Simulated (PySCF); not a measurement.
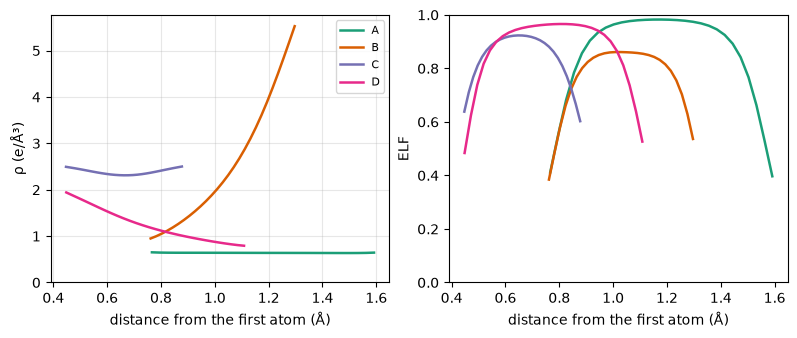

Figure 1: C₂H₁₀OSi₄ (SMILES C=C[Si]1(O)[SiH2][SiH2][SiH2]1). Electron density and ELF along straight lines between neighbouring atoms. The curves leave out the atomic cores.

Geometry: GFN2-xTB.

The calculation used PBE0/pcSseg-1, SCF density, gas phase, non-relativistic (PySCF).

```xyz
17

C    -2.5056   -0.7962   -0.8643
C    -2.1887   -0.2932    0.3196
Si   -0.4409    0.2371    0.7929
O    -0.4790    0.8572    2.3177
Si    1.2552   -1.3797    0.4461
Si    2.4298    0.2014   -0.8511
Si    0.7221    1.7983   -0.5369
H    -1.7607   -0.9369   -1.6317
H    -3.5104   -1.0894   -1.1272
H    -2.9834   -0.1729    1.0497
H    -0.9451    0.4328    3.0330
H     0.8385   -2.6000   -0.2630
H     1.9525   -1.9322    1.6199
H     2.7018   -0.1820   -2.2456
H     3.7664    0.5716   -0.3607
H     1.1157    3.0821    0.0580
H     0.0248    2.2140   -1.7663
```

### Which curve belongs to which contact (C–C, C–Si, Si–O and Si–Si)? The first atom named is at distance zero.

Curve A: Si–Si (2.36 Å): the density is about 0.64 e/Å³ at the midpoint; the ELF peaks at about 1 between the atoms (localised, covalent bonding). Curve B: Si–O (1.65 Å): ρ at the midpoint is about 1.1 e/Å³; the ELF peaks at about 0.85 between the atoms: a polar covalent bond. Curve C: C–C (1.32 Å): the density is about 2.3 e/Å³ at the midpoint; the ELF peaks at about 0.90 between the atoms: a short, multiple covalent bond. Curve D: C–Si (1.89 Å): the density is about 0.93 e/Å³ at the midpoint; the ELF peaks at about 0.95 between the atoms, as expected for a shared electron pair.
